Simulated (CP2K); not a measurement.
# AlH3O (AlH2(OH)): IPEA1-xTB

What is the energy difference between two shapes of AlH3O (AlH2(OH)) at IPEA1-xTB? 

Program for the calculation: CP2K 2026.2.

1 further run of the same task is left out (set aside as unsound or not needed).

### 1 The system as given

AlH3O: 5 atoms, total charge 0, spin state singlet. SMILES: `[H][Al]([H])[OH]`. The shape comes from GFN2-xTB, which is rough for such elements, and wasn't checked as a minimum.

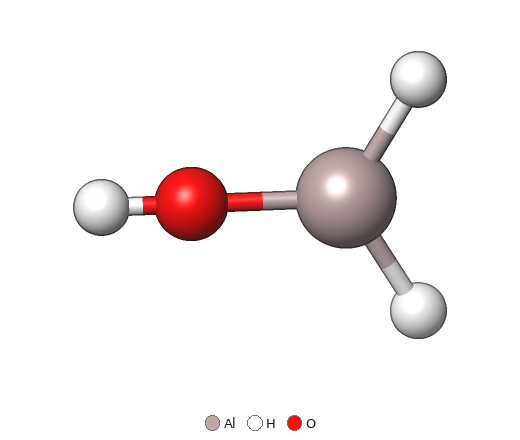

The structure, seen from a chosen angle (aluminium light grey, hydrogen white, oxygen red).

### 2 The energy at IPEA1-xTB

calc.inp reads:

```
&FORCE_EVAL
  METHOD QS
  &DFT
    CHARGE 0
    MULTIPLICITY 1
    &QS
      METHOD XTB
      EPS_DEFAULT 1.0E-10
      &XTB
        GFN_TYPE TBLITE
        &TBLITE
          METHOD IPEA1
        &END TBLITE
        CHECK_ATOMIC_CHARGES F
      &END XTB
    &END QS
    # cluster boundary conditions
    &POISSON
      PERIODIC NONE
      POISSON_SOLVER ANALYTIC
    &END POISSON
    # self-consistent field
    &SCF
      SCF_GUESS ATOMIC
      EPS_SCF 1.0E-06
      MAX_SCF 150
      ADDED_MOS 2
      &DIAGONALIZATION
        ALGORITHM STANDARD
      &END DIAGONALIZATION
      &MIXING
        METHOD DIRECT_P_MIXING
        ALPHA 0.4
      &END MIXING
    &END SCF
    # extra output
    &PRINT
      &MOMENTS
        PERIODIC F
        REFERENCE COM
        MAX_MOMENT 1
      &END MOMENTS
      &MO ON
        ENERGIES T
        OCCUPATION_NUMBERS T
        NDIGITS 6
        &EACH
          QS_SCF 0
        &END EACH
        ADD_LAST NUMERIC
      &END MO
      &HIRSHFELD OFF
      &END HIRSHFELD
    &END PRINT
  &END DFT
  # structure
  &SUBSYS
    &CELL
      ABC [angstrom] 12.8 13.5 10.7
      PERIODIC NONE
    &END CELL
    &COORD
      UNIT bohr
      Al     0.5135709     0.8524932    -0.2064904
      H      3.3995795     0.7884504    -0.4183476
      H     -0.9089961     3.3429444    -0.5892355
      O     -1.0496484    -1.7386047     0.4283253
      H     -1.9545059    -3.2452834     0.7857481
    &END COORD
    &TOPOLOGY
      &CENTER_COORDINATES
      &END CENTER_COORDINATES
    &END TOPOLOGY
  &END SUBSYS
&END FORCE_EVAL

&GLOBAL
  PROJECT calc
  RUN_TYPE ENERGY
  PRINT_LEVEL MEDIUM
&END GLOBAL
```

On the command line:

```sh
$ OMP_NUM_THREADS=1 cp2k.psmp calc.inp > calc.out
```

Log:

```text
CP2K| version string:                                       CP2K version 2026.2
[...]
 GLOBAL| Method name                                                        CP2K
[...]
 GLOBAL| Run type                                                         ENERGY
[...]
                             - Atoms:                                          5
[...]
                             - Spherical basis functions:                     20
[...]
 Number of electrons:                                                         12
[...]
  *** SCF run converged in    15 steps ***
[...]
  Fermi energy:                                                -0.27815597746121
[...]
 TB_DIPOLE| Moment [Debye]         -0.39356711      -0.65578545       0.15335284
 TB_DIPOLE| Derivative [a.u.]       0.00000000       0.00000000       0.00000000
[...]
 ENERGY| Total FORCE_EVAL ( QS ) energy [hartree]             -7.763883372900932
[...]
```

Run time: 0.32 s. Hardware: 1 thread of Arm Neoverse V1, shared host.

### 3 The distorted shape

qs.inp reads:

```
&GLOBAL
 PROJECT_NAME qs
 RUN_TYPE ENERGY
 PRINT_LEVEL MEDIUM
&END

&FORCE_EVAL
 METHOD QUICKSTEP
 &DFT
  CHARGE 0
  MULTIPLICITY 1
  &QS
   METHOD XTB
   EPS_DEFAULT 1.0E-10
   &XTB
    GFN_TYPE TBLITE
    &TBLITE
     METHOD IPEA1
    &END
    CHECK_ATOMIC_CHARGES F
   &END
  &END
  &POISSON
   PERIODIC NONE
   POISSON_SOLVER ANALYTIC
  &END
  &SCF
   SCF_GUESS ATOMIC
   EPS_SCF 1.0E-06
   MAX_SCF 150
   ADDED_MOS 2
   &DIAGONALIZATION
    ALGORITHM STANDARD
   &END
   &MIXING
    METHOD DIRECT_P_MIXING
    ALPHA 0.4
   &END
  &END
  &PRINT
   &MOMENTS
    PERIODIC F
    REFERENCE COM
    MAX_MOMENT 1
   &END
   &MO ON
    ENERGIES T
    OCCUPATION_NUMBERS T
    NDIGITS 6
    &EACH
     QS_SCF 0
    &END
    ADD_LAST NUMERIC
   &END
   &HIRSHFELD OFF
   &END
  &END
 &END
 &SUBSYS
  &CELL
   ABC [angstrom] 12.8 13.5 10.7
   PERIODIC NONE
  &END
  &COORD
   UNIT bohr
   Al     0.5297620     0.8461116    -0.1466276
   H      3.4252250     0.7845368    -0.3793228
   H     -0.8944584     3.3097533    -0.6162057
   O     -1.1105637    -1.7272135     0.4475419
   H     -1.9237809    -3.2587344     0.7212159
  &END
  &TOPOLOGY
   &CENTER_COORDINATES
   &END
  &END
 &END
&END
```

On the command line:

```sh
$ OMP_NUM_THREADS=1 cp2k.psmp -i qs.inp -o qs.out
```

Log:

```text
CP2K| version string:                                       CP2K version 2026.2
[...]
 GLOBAL| Method name                                                        CP2K
[...]
 GLOBAL| Run type                                                         ENERGY
[...]
                             - Atoms:                                          5
[...]
                             - Spherical basis functions:                     20
[...]
 Number of electrons:                                                         12
[...]
  *** SCF run converged in    15 steps ***
[...]
  Fermi energy:                                                -0.27831535217318
[...]
 TB_DIPOLE| Moment [Debye]         -0.31164952      -0.65927472       0.13535954
 TB_DIPOLE| Derivative [a.u.]       0.00000000       0.00000000       0.00000000
[...]
 ENERGY| Total FORCE_EVAL ( QS ) energy [hartree]             -7.762998251155099
[...]
```

Wall time 0.3 s (1 thread of Arm Neoverse V1, shared host).

### 4 Outcome

Level: IPEA1-xTB.

| quantity | value |
| --- | --- |
| first shape: total energy | -7.76388 Eh |
| first shape: dipole moment (from atomic charges alone) | 0.78 D |
| first shape: HOMO energy | -12.02 eV |
| first shape: LUMO energy | -6.66 eV |
| first shape: HOMO–LUMO gap | 5.36 eV |
| distorted shape: total energy | -7.76300 Eh |
| distorted shape: dipole moment (from atomic charges alone) | 0.74 D |
| distorted shape: HOMO energy | -12.03 eV |
| distorted shape: LUMO energy | -6.66 eV |
| distorted shape: HOMO–LUMO gap | 5.37 eV |
| energy change with the atoms displaced | 0.024 eV |

What this shows: With the atoms displaced the energy rises by 0.02 eV (0.6 kcal/mol). The first shape isn't relaxed at this level, so the change isn't measured from a minimum. The dipole (first shape) comes from point charges on the atoms alone, without atomic dipoles, so it is partial. The dipole (distorted shape) comes from point charges on the atoms alone, without atomic dipoles, so it is partial.
